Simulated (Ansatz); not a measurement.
System: CH$_{3}$AlGaSi (SMILES [CH2]1[Al][GaH][Si]1) (doublet).

The calculation's input:

```
crystal:
  periodic: [false, false, false]
  atoms:
    - {symbol: C, position_ang: [-0.789905, 0.251445, 0.603704]}
    - {symbol: Al, position_ang: [0.955623, -0.746601, 0.789345]}
    - {symbol: Ga, position_ang: [0.058919, -2.433364, 2.466086]}
    - {symbol: Si, position_ang: [-1.695938, -0.884755, 1.839656]}
    - {symbol: H, position_ang: [-0.751533, 1.313237, 0.932023]}
    - {symbol: H, position_ang: [-1.229523, 0.226567, -0.417456]}
    - {symbol: H, position_ang: [0.297923, -3.691098, 3.394208]}
basis:
  gaussian: {orbitals: def2-TZVPD}
magnetization: {spin_polarized: true, initial_magnetization: 1}
hamiltonian: {xc: {name: PBE0}}
output: {forces: true, orbitals: {seedname: orbitals}}
```

Run with:

```sh
ansatz run input.yaml --threads 2 --pin off --max-ram 4350MiB --events-out events.jsonl --progress --plain --runs-dir runs
```

Geometry: PBE-D3(BJ)/def2-SVP.

Theory: Ansatz, isolated molecule in a Gaussian basis; Kohn-Sham density functional theory, functional PBE0.

### What will maps of the electron density, electron localisation function and spin density show?

C–Si (1.91 Å): the density is about 0.85 e/Å³ at the midpoint; the ELF peaks at about 0.90 between the atoms: a covalent bond.
C–Al (2.02 Å): ρ at the midpoint is about 0.6 e/Å³; the ELF peaks at about 0.90 between the atoms (a polar covalent bond).
Ga–Si (2.42 Å): ρ at the midpoint is about 0.46 e/Å³; the ELF peaks at about 0.80 in the valence shell of Si, 1.1 Å from its nucleus, and is about 0.75 at the midpoint.
Al–Ga (2.54 Å): the density is about 0.35 e/Å³ at the midpoint, with its minimum of 0.31 e/Å³ about 1.0 Å from Al; the ELF peaks at about 0.75 between the atoms (a shared electron pair).
The unpaired spin (1 electron) lies mostly on Si4 (about 0.5), Ga3 (about 0.3) and Al2 (about 0.1), in electrons by Hirshfeld's partition.

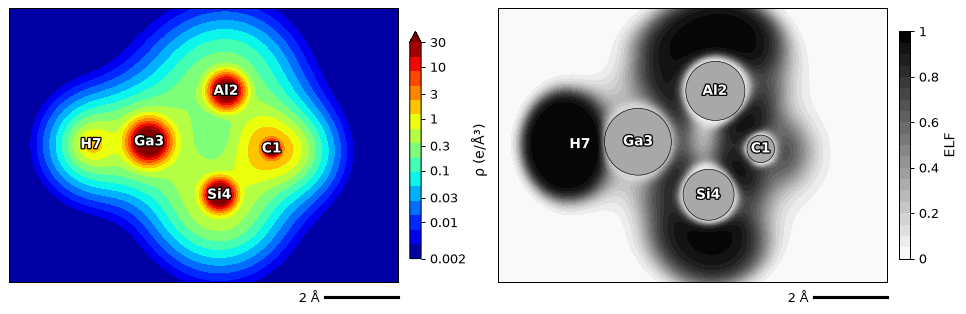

Computed electron density and electron localisation function on the plane of atoms Al2, C1 and Si4, in this order. Grey discs cover the atomic cores in the ELF map. 
